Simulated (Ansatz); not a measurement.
Geometry relaxation of AlH₅SO₂ (part 2 of 2)

The same run, continued: AlH₅SO₂; RKS PBE0-D4/def2-TZVP (Ansatz 0.2.0). The geometry is a transition state displaced along its imaginary mode. The reaction was set up to form Al1–S6 and H2–H5 and to break Al1–H2 and H5–S6 (atoms counted from 1 in the order of the input); sticks are drawn by distance alone.

Geometry of the input (Å):
```
Al -0.1770  0.0143  0.2535
H  -0.3009  1.3698  -0.9424
O  -0.8750  -1.3748  -0.4090
O  -0.5704  0.7511  1.7312
H  0.4379  1.1918  -0.9591
S  2.0045  0.1501  -0.4509
H  -1.7674  -1.7034  -0.3162
H  -0.4479  0.2786  2.5630
H  1.6960  -0.6775  -1.4701
```

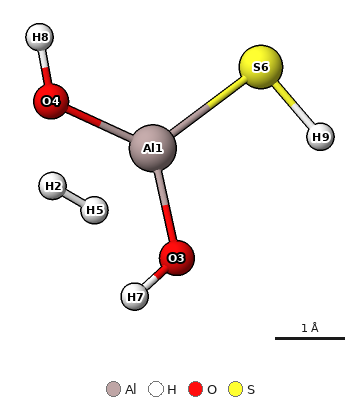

Figure 1. The geometry at step 21 of the log (ball-and-stick view, seen on its broad side; atoms are numbered from 1 in the order of the input).

### Trajectory as extended XYZ, continued
```
9
Properties=species:S:1:pos:R:3:forces:R:3 step=9 energy=-21602.76947
Al    0.1320   -0.2380    0.2632    0.0574   0.0183  -0.0314
H    -0.7858    1.6996   -0.6479    0.0056   0.0041   0.0051
O    -0.8174   -1.3576   -0.5794   -0.0119  -0.0007   0.0007
O    -0.4204    0.6772    1.5749   -0.0481  -0.0406   0.0039
H    -0.2756    1.5237   -1.1744   -0.0076   0.0024  -0.0176
S     2.2396   -0.1648   -0.2821    0.0061   0.0267   0.0263
H    -1.7471   -1.4879   -0.4003    0.0073   0.0025  -0.0056
H    -0.4178    0.4324    2.4958    0.0177   0.0210   0.0310
H     2.0924   -1.0847   -1.2497   -0.0266  -0.0337  -0.0123
9
Properties=species:S:1:pos:R:3:forces:R:3 step=10 energy=-21602.62592 accepted=F
Al    0.1141   -0.2435    0.2434    0.1470   0.1037  -0.0879
H    -0.7298    1.7795   -0.5119    0.7697  -0.8762  -1.9395
O    -0.8163   -1.3533   -0.6267   -0.0651  -0.0482  -0.0325
O    -0.4701    0.6785    1.5420    0.1607  -0.3595   1.3599
H    -0.4415    1.4508   -1.2467   -0.7653   0.8597   1.9279
S     2.2431   -0.1864   -0.2274   -0.0065   0.0500   0.0674
H    -1.7494   -1.4878   -0.4687    0.0141   0.0051  -0.0064
H    -0.2901    0.4779    2.4851   -0.2146   0.3325  -1.2540
H     2.1401   -1.1158   -1.1891   -0.0400  -0.0672  -0.0348
9
Properties=species:S:1:pos:R:3:forces:R:3 step=11 energy=-21602.77763
Al    0.1230   -0.2334    0.2621   -0.0059   0.0217   0.0486
H    -0.7517    1.7552   -0.6329    0.0659  -0.0380  -0.0924
O    -0.8030   -1.3482   -0.6104   -0.0094   0.0114  -0.0302
O    -0.4692    0.6387    1.5883   -0.0202  -0.1093   0.2072
H    -0.3485    1.5144   -1.2274   -0.0795   0.0315   0.1133
S     2.2275   -0.1505   -0.2692    0.0680  -0.0777  -0.0686
H    -1.7305   -1.4957   -0.4370   -0.0316  -0.0088   0.0036
H    -0.3235    0.4445    2.5152    0.0015   0.0977  -0.2446
H     2.0760   -1.1251   -1.1886    0.0112   0.0715   0.0631
9
Properties=species:S:1:pos:R:3:forces:R:3 step=12 energy=-21602.77490 accepted=F
Al    0.1213   -0.2407    0.2605   -0.0750   0.0453   0.0217
H    -0.7273    1.7996   -0.5882    0.3323  -0.3636  -0.7203
O    -0.7922   -1.3419   -0.6427   -0.1298  -0.0014  -0.0079
O    -0.5118    0.6109    1.5840    0.1010  -0.1601   0.4266
H    -0.4327    1.4892   -1.2423   -0.3391   0.3443   0.7321
S     2.2300   -0.1558   -0.2472    0.0718  -0.1409  -0.1006
H    -1.7234   -1.4950   -0.4800    0.0967   0.0126  -0.0125
H    -0.2408    0.4887    2.4999   -0.0925   0.1339  -0.4416
H     2.0769   -1.1551   -1.1441    0.0347   0.1300   0.1027
9
Properties=species:S:1:pos:R:3:forces:R:3 step=13 energy=-21602.78385
Al    0.1190   -0.2345    0.2596   -0.0124   0.0145   0.0409
H    -0.7573    1.7557   -0.6250    0.0766  -0.0431  -0.1037
O    -0.8057   -1.3378   -0.6293   -0.0062   0.0145  -0.0225
O    -0.4882    0.6241    1.5883   -0.0171  -0.1057   0.1447
H    -0.3641    1.5109   -1.2251   -0.0850   0.0392   0.1194
S     2.2292   -0.1572   -0.2543    0.0505  -0.0644  -0.0546
H    -1.7299   -1.4987   -0.4491   -0.0239  -0.0029   0.0012
H    -0.2824    0.4676    2.5098    0.0052   0.0873  -0.1793
H     2.0794   -1.1303   -1.1749    0.0122   0.0607   0.0540
9
Properties=species:S:1:pos:R:3:forces:R:3 step=14 energy=-21602.79156
Al    0.1150   -0.2412    0.2622   -0.0072   0.0053   0.0010
H    -0.7526    1.7578   -0.6187    0.0200  -0.0067  -0.0181
O    -0.8090   -1.3305   -0.6453   -0.0193   0.0138  -0.0080
O    -0.5136    0.6022    1.5907    0.0277  -0.1170   0.2231
H    -0.3773    1.5068   -1.2233   -0.0281   0.0076   0.0271
S     2.2303   -0.1616   -0.2431    0.0177  -0.0295  -0.0041
H    -1.7308   -1.5020   -0.4598    0.0055   0.0058  -0.0044
H    -0.2439    0.4975    2.5045   -0.0232   0.0949  -0.2412
H     2.0819   -1.1291   -1.1671    0.0068   0.0258   0.0246
9
Properties=species:S:1:pos:R:3:forces:R:3 step=15 energy=-21602.80154
Al    0.1056   -0.2447    0.2597    0.0052  -0.0392   0.0122
H    -0.7498    1.7632   -0.6138    0.0076   0.0005   0.0026
O    -0.8134   -1.3250   -0.6636   -0.0082   0.0343  -0.0187
O    -0.5471    0.5623    1.6000    0.1536  -0.0962   0.4242
H    -0.3918    1.5071   -1.2258   -0.0147   0.0005   0.0035
S     2.2291   -0.1685   -0.2209   -0.0092   0.0091   0.0237
H    -1.7322   -1.5068   -0.4734   -0.0037   0.0030  -0.0046
H    -0.1846    0.5384    2.4919   -0.1342   0.0883  -0.4462
H     2.0841   -1.1260   -1.1541    0.0036  -0.0003   0.0033
9
Properties=species:S:1:pos:R:3:forces:R:3 step=16 energy=-21602.82199
Al    0.0969   -0.2692    0.2650    0.0673  -0.0122  -0.0042
H    -0.7208    1.7783   -0.5940    0.0042   0.0040  -0.0111
O    -0.8285   -1.2994   -0.7068   -0.0006   0.0230   0.0123
O    -0.5617    0.4921    1.6273    0.0779  -0.0452   0.2034
H    -0.4750    1.4848   -1.2432   -0.0118   0.0066   0.0194
S     2.2299   -0.1732   -0.1820   -0.0485  -0.0050   0.0338
H    -1.7420   -1.4991   -0.5090   -0.0144  -0.0023  -0.0125
H    -0.1071    0.6145    2.4625   -0.0798   0.0325  -0.2290
H     2.1084   -1.1288   -1.1198    0.0058  -0.0014  -0.0120
9
Properties=species:S:1:pos:R:3:forces:R:3 step=17 energy=-21602.82628
Al    0.0998   -0.2910    0.2767   -0.0021   0.0241   0.0097
H    -0.7253    1.7970   -0.6055   -0.0094   0.0162   0.0380
O    -0.8348   -1.3006   -0.7078    0.0112   0.0224   0.0290
O    -0.5609    0.4694    1.6405   -0.0499  -0.1251  -0.1380
H    -0.4924    1.4931   -1.2521    0.0064  -0.0130  -0.0275
S     2.2302   -0.1821   -0.1700   -0.0077   0.0137   0.0534
H    -1.7508   -1.4940   -0.5149   -0.0091   0.0000  -0.0107
H    -0.0951    0.6327    2.4552    0.0781   0.0770   0.0679
H     2.1292   -1.1246   -1.1221   -0.0176  -0.0152  -0.0218
9
Properties=species:S:1:pos:R:3:forces:R:3 step=18 energy=-21602.72309 accepted=F
Al    0.0834   -0.3354    0.2787   -0.0103  -0.0808   0.1085
H    -0.6524    1.8728   -0.5845    0.0410  -0.4416  -0.7908
O    -0.8443   -1.3152   -0.7426    0.0080   0.0642   0.0331
O    -0.5892    0.3224    1.6937    1.6039   1.2965   1.7813
H    -0.6049    1.5054   -1.2714   -0.0457   0.4150   0.8026
S     2.2255   -0.2138   -0.0958   -0.0078  -0.0107  -0.0420
H    -1.7604   -1.5191   -0.5585    0.0131   0.0067  -0.0173
H     0.0027    0.7850    2.3829   -1.6062  -1.2780  -1.8800
H     2.1398   -1.1023   -1.1027    0.0038   0.0287   0.0045
9
Properties=species:S:1:pos:R:3:forces:R:3 step=19 energy=-21602.83467
Al    0.1110   -0.3172    0.2765   -0.0389   0.0137   0.0224
H    -0.7653    1.7826   -0.5724    0.0217  -0.0069  -0.0399
O    -0.8300   -1.3113   -0.7154    0.0110   0.0057   0.0022
O    -0.5659    0.4261    1.6401    0.0407  -0.0391   0.0414
H    -0.5082    1.5304   -1.2341   -0.0127   0.0121   0.0371
S     2.2447   -0.2101   -0.1432   -0.0125  -0.0071   0.0076
H    -1.7547   -1.4787   -0.5399    0.0047  -0.0024  -0.0067
H    -0.0669    0.7105    2.4039   -0.0190   0.0213  -0.0538
H     2.1351   -1.1324   -1.1155    0.0050   0.0028  -0.0103
9
Properties=species:S:1:pos:R:3:forces:R:3 step=20 energy=-21602.81927 accepted=F
Al    0.0995   -0.3344    0.2811   -0.0443  -0.1025   0.0871
H    -0.7657    1.7909   -0.5752    0.0339  -0.0194  -0.0967
O    -0.8358   -1.3271   -0.7157   -0.0235   0.0181  -0.0284
O    -0.5793    0.3389    1.6812    0.7116   0.6313   0.8203
H    -0.4876    1.5718   -1.2422   -0.0312   0.0154   0.1117
S     2.2346   -0.2239   -0.1176    0.0308  -0.0062  -0.0562
H    -1.7616   -1.4968   -0.5470    0.0231   0.0004  -0.0083
H    -0.0366    0.7905    2.3617   -0.6990  -0.5762  -0.8564
H     2.1325   -1.1100   -1.1263   -0.0015   0.0392   0.0269
9
Properties=species:S:1:pos:R:3:forces:R:3 step=21 energy=-21602.83775
Al    0.1107   -0.3510    0.3003   -0.0245   0.0366   0.0006
H    -0.7588    1.8152   -0.5945    0.0092  -0.0094  -0.0114
O    -0.8316   -1.3246   -0.7090    0.0024  -0.0028   0.0074
O    -0.5675    0.3849    1.6661    0.0649  -0.0056   0.0692
H    -0.5097    1.5453   -1.2505   -0.0033   0.0057   0.0139
S     2.2426   -0.2260   -0.1215   -0.0096  -0.0217  -0.0061
H    -1.7600   -1.4845   -0.5469    0.0058  -0.0021  -0.0060
H    -0.0568    0.7441    2.3909   -0.0498  -0.0116  -0.0739
H     2.1312   -1.1035   -1.1351    0.0050   0.0110   0.0063
9
Properties=species:S:1:pos:R:3:forces:R:3 step=22 energy=-21602.83891
Al    0.1082   -0.3514    0.2993    0.0091  -0.0024   0.0065
H    -0.7363    1.8119   -0.5774   -0.0087   0.0074   0.0202
O    -0.8317   -1.3238   -0.7123   -0.0057  -0.0056  -0.0052
O    -0.5653    0.3645    1.6757   -0.0159   0.0030   0.0057
H    -0.5202    1.5338   -1.2404    0.0113  -0.0087  -0.0207
S     2.2417   -0.2354   -0.1169   -0.0006  -0.0017  -0.0022
H    -1.7601   -1.4885   -0.5557    0.0026   0.0010  -0.0019
H    -0.0658    0.7826    2.3736    0.0096   0.0023  -0.0015
H     2.1294   -1.0939   -1.1459   -0.0017   0.0046  -0.0009
9
Properties=species:S:1:pos:R:3:forces:R:3 step=23 energy=-21602.83907
Al    0.1051   -0.3539    0.3041    0.0021  -0.0028   0.0028
H    -0.7415    1.8045   -0.5817    0.0030  -0.0060  -0.0065
O    -0.8325   -1.3266   -0.7097   -0.0021   0.0018   0.0028
O    -0.5686    0.3653    1.6797    0.0011  -0.0056  -0.0035
H    -0.5011    1.5273   -1.2377   -0.0004   0.0064   0.0048
S     2.2397   -0.2415   -0.1088   -0.0020   0.0048  -0.0021
H    -1.7622   -1.4880   -0.5579   -0.0006  -0.0002  -0.0022
H    -0.0609    0.7872    2.3697   -0.0006   0.0039   0.0033
H     2.1218   -1.0746   -1.1577   -0.0005  -0.0023   0.0004
9
Properties=species:S:1:pos:R:3:forces:R:3 step=24 energy=-21602.83910
Al    0.1048   -0.3553    0.3062    0.0030  -0.0031  -0.0035
H    -0.7415    1.7971   -0.5833    0.0009   0.0013  -0.0122
O    -0.8333   -1.3267   -0.7085   -0.0016   0.0001   0.0050
O    -0.5684    0.3614    1.6832    0.0057   0.0028   0.0036
H    -0.4956    1.5351   -1.2436   -0.0006   0.0017   0.0163
S     2.2385   -0.2386   -0.1100   -0.0017  -0.0003  -0.0033
H    -1.7631   -1.4880   -0.5571    0.0004  -0.0005  -0.0015
H    -0.0610    0.7879    2.3710   -0.0070  -0.0024  -0.0063
H     2.1197   -1.0730   -1.1579    0.0009   0.0003   0.0020
9
Properties=species:S:1:pos:R:3:forces:R:3 step=25 energy=-21602.83916
Al    0.1047   -0.3574    0.3047    0.0013   0.0002  -0.0024
H    -0.7426    1.8018   -0.5788    0.0002  -0.0022  -0.0093
O    -0.8329   -1.3318   -0.7075   -0.0004   0.0019   0.0035
O    -0.5696    0.3614    1.6801    0.0070   0.0042   0.0097
H    -0.4913    1.5405   -1.2373   -0.0002   0.0026   0.0093
S     2.2377   -0.2373   -0.1136   -0.0012  -0.0023  -0.0034
H    -1.7628   -1.4927   -0.5563    0.0004  -0.0004  -0.0008
H    -0.0636    0.7923    2.3662   -0.0081  -0.0054  -0.0088
H     2.1204   -1.0770   -1.1575    0.0008   0.0013   0.0021
9
Properties=species:S:1:pos:R:3:forces:R:3 step=26 energy=-21602.83921
Al    0.1058   -0.3585    0.3056   -0.0029  -0.0057  -0.0017
H    -0.7706    1.7941   -0.5825    0.0015   0.0009   0.0002
O    -0.8316   -1.3355   -0.7037    0.0045   0.0006  -0.0040
O    -0.5671    0.3609    1.6811   -0.0029  -0.0006  -0.0001
H    -0.4682    1.5590   -1.2289    0.0022  -0.0009  -0.0003
S     2.2381   -0.2391   -0.1175   -0.0046   0.0015  -0.0012
H    -1.7628   -1.4955   -0.5608    0.0017   0.0030   0.0072
H    -0.0626    0.7983    2.3638    0.0004   0.0004  -0.0001
H     2.1190   -1.0838   -1.1570    0.0000   0.0009   0.0000
9
Properties=species:S:1:pos:R:3:forces:R:3 step=27 energy=-21602.80396 accepted=F
Al    0.0902   -0.3908    0.3040    0.2962   0.6455   0.6027
H    -0.7575    1.7982   -0.5846    0.0042  -0.0050  -0.0270
O    -0.8120   -1.3329   -0.7245   -0.5404  -0.4463  -0.3481
O    -0.5722    0.3535    1.6753    0.0197  -0.0263   0.0452
H    -0.4565    1.5547   -1.2290   -0.0158   0.0168   0.0191
S     2.1880   -0.2307   -0.1187    0.5491   0.0283  -0.0631
H    -1.7333   -1.4714   -0.5173   -0.2079  -0.1381  -0.1291
H    -0.0649    0.7972    2.3554   -0.0682  -0.0846  -0.1185
H     2.1183   -1.0780   -1.1606   -0.0370   0.0097   0.0188
9
Properties=species:S:1:pos:R:3:forces:R:3 step=28 energy=-21602.83928
Al    0.1042   -0.3588    0.3052   -0.0085  -0.0005  -0.0034
H    -0.7654    1.7930   -0.5840    0.0003   0.0005  -0.0003
O    -0.8337   -1.3354   -0.7044    0.0019   0.0003   0.0030
O    -0.5703    0.3585    1.6812    0.0014  -0.0024  -0.0015
H    -0.4581    1.5562   -1.2276    0.0011   0.0006  -0.0003
S     2.2352   -0.2346   -0.1205    0.0065   0.0029   0.0023
H    -1.7633   -1.4973   -0.5529   -0.0005  -0.0004   0.0008
H    -0.0664    0.7973    2.3634   -0.0003   0.0003   0.0011
H     2.1178   -1.0790   -1.1603   -0.0020  -0.0013  -0.0018
9
Properties=species:S:1:pos:R:3:forces:R:3 step=29 energy=-21602.83930
Al    0.1033   -0.3589    0.3047   -0.0002   0.0004   0.0009
H    -0.7656    1.7926   -0.5860   -0.0004   0.0003   0.0002
O    -0.8346   -1.3375   -0.7028   -0.0003   0.0001  -0.0006
O    -0.5712    0.3574    1.6812   -0.0002  -0.0009  -0.0001
H    -0.4507    1.5593   -1.2271    0.0010   0.0001  -0.0004
S     2.2344   -0.2327   -0.1219   -0.0006   0.0000  -0.0002
H    -1.7640   -1.4998   -0.5499    0.0005  -0.0005   0.0004
H    -0.0679    0.7965    2.3636    0.0001   0.0005   0.0000
H     2.1163   -1.0771   -1.1618    0.0000  -0.0002  -0.0003
9
Properties=species:S:1:pos:R:3:forces:R:3 step=30 energy=-21602.83930
Al    0.1021   -0.3594    0.3048    0.0021  -0.0004  -0.0005
H    -0.7702    1.7905   -0.5887    0.0106  -0.0073  -0.0209
O    -0.8355   -1.3403   -0.7007   -0.0022   0.0002  -0.0013
O    -0.5727    0.3556    1.6816    0.0000  -0.0003   0.0002
H    -0.4357    1.5660   -1.2239   -0.0107   0.0071   0.0209
S     2.2324   -0.2301   -0.1257    0.0001   0.0001   0.0007
H    -1.7643   -1.5039   -0.5461    0.0009  -0.0007   0.0000
H    -0.0706    0.7976    2.3631    0.0006   0.0007  -0.0001
H     2.1146   -1.0762   -1.1644   -0.0015   0.0006   0.0011
9
Properties=species:S:1:pos:R:3:forces:R:3 step=31 energy=-21602.83931
Al    0.1023   -0.3590    0.3043    0.0005   0.0011   0.0040
H    -0.7698    1.7912   -0.5891    0.0037  -0.0031  -0.0067
O    -0.8354   -1.3393   -0.7018   -0.0014   0.0004  -0.0003
O    -0.5723    0.3554    1.6817   -0.0009  -0.0002  -0.0004
H    -0.4373    1.5642   -1.2239   -0.0035   0.0031   0.0065
S     2.2327   -0.2303   -0.1247    0.0000  -0.0002  -0.0008
H    -1.7639   -1.5036   -0.5462    0.0000  -0.0009  -0.0008
H    -0.0698    0.7972    2.3630    0.0003   0.0002  -0.0004
H     2.1135   -1.0759   -1.1635    0.0012  -0.0003  -0.0009
9
Properties=species:S:1:pos:R:3:forces:R:3 step=32 energy=-21602.83931
Al    0.1019   -0.3595    0.3049    0.0007   0.0000   0.0001
H    -0.7704    1.7907   -0.5893    0.0000  -0.0002  -0.0002
O    -0.8357   -1.3395   -0.7015   -0.0010  -0.0001   0.0003
O    -0.5725    0.3552    1.6821   -0.0001  -0.0002   0.0000
H    -0.4356    1.5660   -1.2234    0.0001   0.0003   0.0001
S     2.2323   -0.2304   -0.1250   -0.0003   0.0000   0.0001
H    -1.7640   -1.5050   -0.5463    0.0008   0.0001  -0.0001
H    -0.0698    0.7980    2.3626   -0.0001   0.0001  -0.0001
H     2.1136   -1.0758   -1.1640   -0.0001   0.0000  -0.0001
```

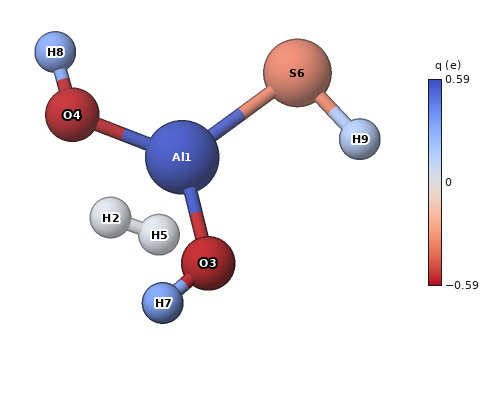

Figure 2. Mulliken charges, as the colour of each atom (ball-and-stick view, seen at a tilt; atoms are numbered from 1 in the order of the input). By element: Al +0.56, H +0.04 to +0.32, O −0.55 and S −0.37 e.
